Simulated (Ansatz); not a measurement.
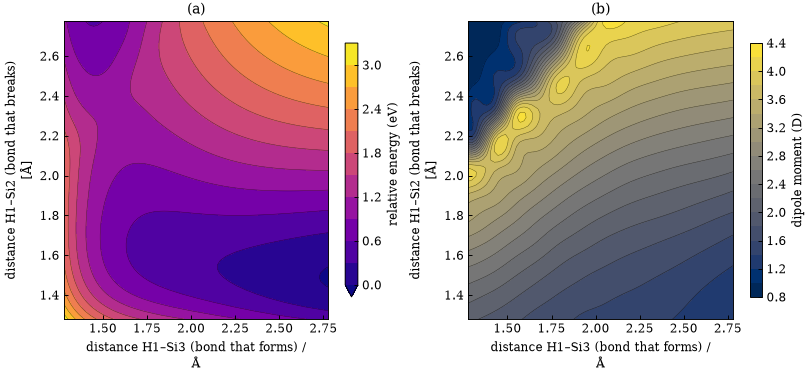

The reacting system FH₃Si₂ (one molecule; an intramolecular 1,2-shift). First axis: distance H1–Si3 (bond that forms). Second axis: distance H1–Si2 (bond that breaks). Relaxed at each point: all other coordinates. Grid: 13 × 13 points. Points are written as (first, second). Energies are in eV, from the lowest grid point. The reference is spin-restricted, so regions where a bond is pulled apart into radicals lie too high. The calculation used RHF/def2-SVP in Ansatz 0.2.0.

Panel (a) is the energy; panel (b) is the computed dipole moment, in D.

In the figure: filled contours. Between grid points the surface is interpolated.

### How does the dipole moment vary over the map, and what is it at the lowest grid point?

Leaving out the highest fifth of the energies, it runs from 0.86 D at (1.278 Å, 2.623 Å) to 4.09 D at (1.909 Å, 2.623 Å). At the lowest grid point, (2.778 Å, 1.543 Å), it is 1.40 D. That point lies on the edge of the scan.
